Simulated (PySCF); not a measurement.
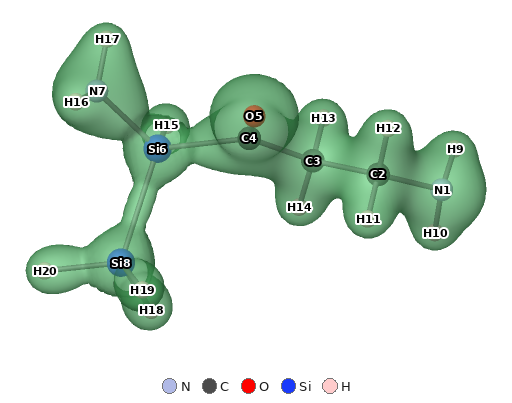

Figure 1: C$_{3}$H$_{12}$N$_{2}$OSi$_{2}$. Isosurface of the total electron density at 0.6 e/Å³ (green), seen across its widest extent.

Geometry: GFN2-xTB.

These are results of PBE0/pcSseg-1, SCF density, gas phase, non-relativistic in PySCF 2.14.0, not measurements.

```xyz
20

N     3.5564   -0.9001    0.5132
C     2.3499   -0.1915    0.8902
C     1.2886   -0.0833   -0.2147
C     0.1015    0.7705    0.1739
O     0.1462    1.5524    1.1005
Si   -1.5454    0.5488   -0.8146
N    -2.5347    1.9610   -0.7805
Si   -2.6923   -1.2245    0.1190
H     4.0169   -0.4310   -0.2599
H     3.3352   -1.8446    0.2151
H     1.9147   -0.7057    1.7514
H     2.6335    0.8140    1.2095
H     1.7242    0.3848   -1.1042
H     0.9270   -1.0720   -0.5121
H    -1.1394    0.4325   -2.2244
H    -3.0687    2.1552    0.0522
H    -2.1511    2.8275   -1.1278
H    -2.1920   -2.5015   -0.4036
H    -2.5473   -1.2903    1.5773
H    -4.1284   -1.1915   -0.1635
```

> How is the density connected at this value?

At this value the surface is in one piece. It bridges the sampled C–O (1.21 Å), C–N (1.45 Å), C–C (1.51 Å) and Si–N (1.72 Å) contacts, where the density stays above the isovalue. On the grid the lowest density along these lines, outside the cores, is 2.8 e/Å³ (C–O, 1.21 Å), 1.9 e/Å³ (C–N, 1.45 Å), 1.7 e/Å³ (C–C, 1.51 Å) and 0.92 e/Å³ (Si–N, 1.72 Å).
